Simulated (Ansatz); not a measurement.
**F3H11Si4: density, localisation and related maps**

```xyz
18

Si   -0.1961   -0.3105    0.5474
Si    1.9721   -0.2135   -0.8813
Si   -1.5486    1.4123   -0.2954
Si   -0.5608   -2.3505   -0.6160
F    -0.4916   -0.8776    2.0148
H    -0.0131    2.1567    2.3002
F    -0.7868    2.6623    2.4632
H     1.4086    0.5081    0.6187
F     1.0300    1.0577    1.6635
H     3.1407    0.7073   -0.8504
H     2.4247   -1.6234   -0.8407
H     1.1406    0.0662   -2.0772
H    -1.9301    0.9297   -1.6533
H    -0.8059    2.6868   -0.4233
H    -2.7655    1.5427    0.5389
H     0.2632   -3.4310   -0.0142
H    -0.2776   -2.2617   -2.0719
H    -2.0041   -2.6617   -0.4232
```

A transition-state structure; geometry: PBE0-D4/def2-TZVP.

These are results of Ansatz 0.2.0, RKS PBE0-D4/def2-TZVPP, not measurements.

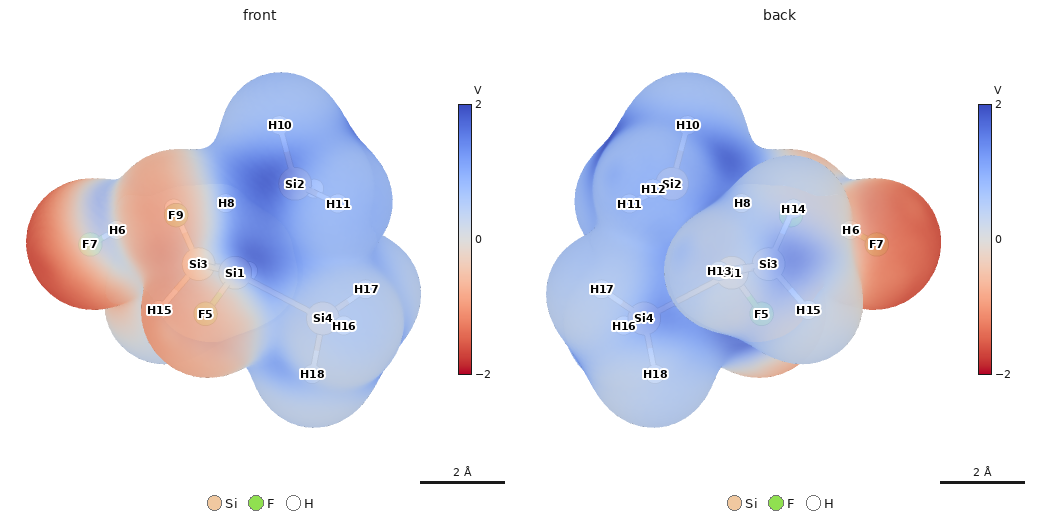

Figure 1. The electrostatic potential painted on the density surface at 0.002 e/bohr³, seen from the front and from behind; the colour scale runs from red (negative) to blue (positive).

Which sites attract a positive test charge, and which a negative one?

A positive charge is drawn to the negative regions and a negative charge to the positive ones. The most negative region (about −1.6 V) lies over F7, the most positive (about +1.7 V) over Si1 and Si2.

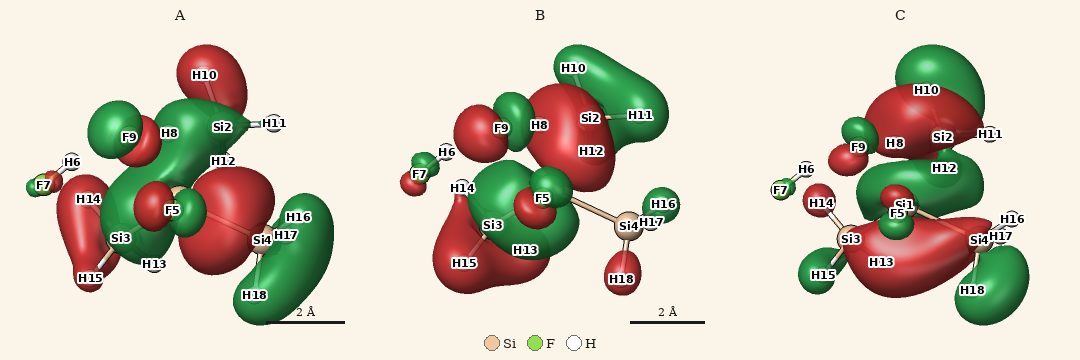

Figure 2. Three frontier orbitals at ±0.06 Å⁻³ᐟ² (green and red are the two phases), in no order.

Order the three orbitals by energy and name them.

B is the HOMO−1 (−8.67 eV). It lies mainly on Si1 (about 20 %), Si3 (about 20 %), Si2 (about 20 %), F9 (about 15 %) and H8 (about 5 %). A is the HOMO (−7.87 eV). By Hirshfeld shares it lies mainly on Si4 (about 25 %), Si1 (about 25 %), Si3 (about 10 %), F9 (about 10 %) and Si2 (about 5 %). C is the LUMO (−1.85 eV). By Hirshfeld shares it lies mainly on Si1 (about 30 %), Si2 (about 20 %), Si4 (about 10 %), H8 (about 10 %), Si3 (about 10 %) and H10 (about 5 %).

What is the HOMO–LUMO gap?

6.02 eV between the orbital energies.

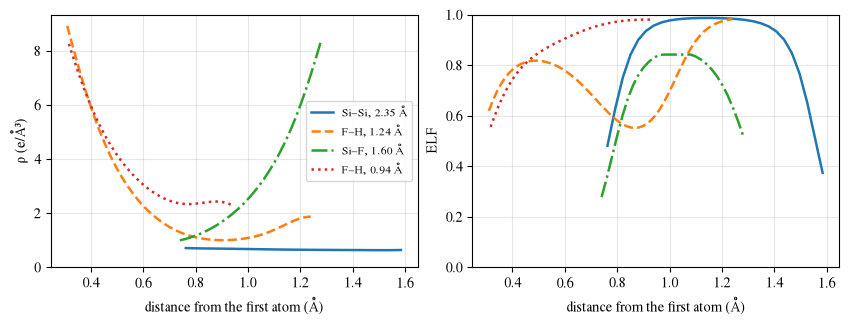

Figure 3. Total electron density and ELF along straight lines between neighbouring atoms. The curves leave out the atomic cores.

Compare the contacts.

Si–Si (2.35 Å): the density is about 0.65 e/Å³ at the midpoint; the ELF peaks at about 1 between the atoms: a covalent bond.
F9···H8 (1.24 Å): the density falls to about 1 e/Å³ on the way; the ELF climbs to about 0.90 towards the hydrogen, as it does in any bond to H.
Si–F (1.60 Å): ρ at the midpoint is about 1.2 e/Å³; the ELF peaks at about 0.85 in the valence shell of F, 0.6 Å from its nucleus, and is about 0.50 at the midpoint.
F–H (0.94 Å): ρ at the midpoint is about 4.6 e/Å³; the ELF climbs to about 1 towards the hydrogen (a covalent bond by its length).
